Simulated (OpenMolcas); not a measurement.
```
&GATEWAY
Basis set
Tm.ANO-RCC-VDZP.
Tm1 0.0 0.0 0.0 Angstrom
End of basis
Basis set
Cl.ANO-RCC-VDZP.
L1 2.739000 0.000000 0.000000 Angstrom
L2 0.000000 2.739000 0.000000 Angstrom
L3 0.000000 0.000000 2.739000 Angstrom
End of basis
Basis set
Na.EMB-AIMP.Barandiaran.6s3p.1s1p.ECP.NaCl.
PseudoCharge
* 3 symmetry-unique lattice sites within 7.6 angstrom
End of basis
Basis set
Na.EMB-AIMP.Barandiaran.0s.0s.ECP.NaCl.
PseudoCharge
* 18 symmetry-unique lattice sites within 7.6 angstrom
End of basis
Basis set
Cl.EMB-AIMP.Barandiaran.0s.0s.ECP.NaCl.
PseudoCharge
* 16 symmetry-unique lattice sites within 7.6 angstrom
End of basis
Symmetry
XYZ
AngMom=0.0 0.0 0.0
AMFI
RICD
XField
1058 Angstrom 0
* Evjen-weighted lattice charges
&SEWARD
&RASSCF
FileOrb=start.orb
Symmetry=2
Spin=2
nActEl=13 0 0
Inactive=42 39
Ras2=0 7
CIRoot=7 7 1
SDav=7
CIMx=300
Iter=150 100
PrWF=0.3
OrbListing=Nothing
MaxOrb=0
LevShft=1.0
>>> COPY $Project.JobIph JOB001
&RASSI
NrOfJobIphs=1 7
1 2 3 4 5 6 7
IphNames
JOB001
EJob
SpinOrbit
DIPRint=1.0
SOCoupling=1000.0
Subsets=2
Property=9
'ANGMOM' 1 'ANGMOM' 2 'ANGMOM' 3 'MLTPL  1' 1 'MLTPL  1' 2 'MLTPL  1' 3
'AMFI' 1 'AMFI' 2 'AMFI' 3
SOProperty=3
'ANGMOM' 1 'ANGMOM' 2 'ANGMOM' 3
```

Command:
```bash
OMP_NUM_THREADS=1 MOLCAS_MEM=2457 MOLCAS_PROJECT=a pymolcas a.inp > a.log  # once for each step of the input, in one work folder
```

The calculation used state-averaged CASSCF, active space 13 electrons in the shell 4f, basis ANO-RCC-VDZP on all atoms, DKH2 scalar Hamiltonian, spin-orbit coupling by RASSI with atomic mean-field integrals (OpenMolcas).

Tm²⁺ (4f¹³) as a dopant in NaCl, a cluster with its 6 nearest Cl⁻ at 2.739 Å (octahedron) embedded in model potentials and point charges; the geometry was set, not optimised. The cluster and the levels that result:

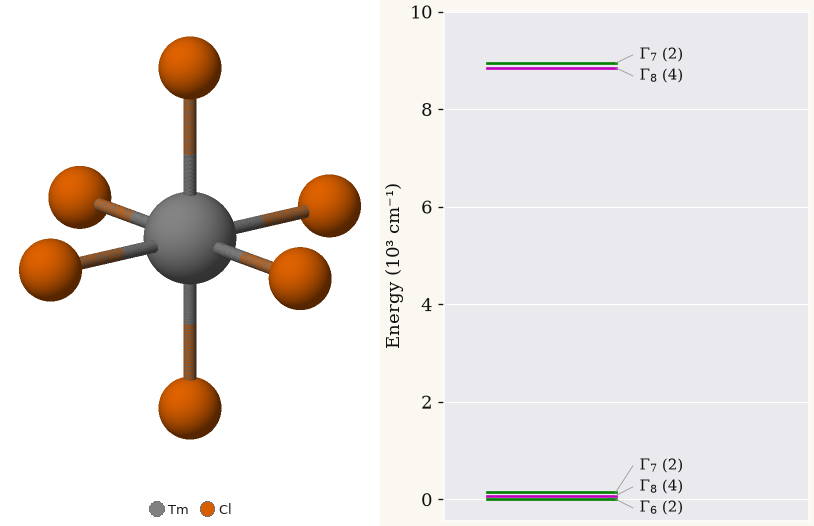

Labels give the representation in O, Td, D4 or D3 as the site allows (double group for half-integer spin) where it could be assigned and, in brackets, the degeneracy; spin-free states, where drawn, share the zero of the spin-orbit levels.

The ground level is Γ₆, a Kramers doublet, 100 % from states of spin multiplicity 2. Its principal g values are 2.66, 2.66 and 2.66, isotropic. The next level lies at 73 cm⁻¹ (Γ₈). The lowest J multiplet spreads over 140 cm⁻¹. The active orbitals hold 100 % metal character (Löwdin), and the Mulliken charge of the metal is +1.51.

Caveat: the geometry is set by hand, with no relaxation and no charge compensation.
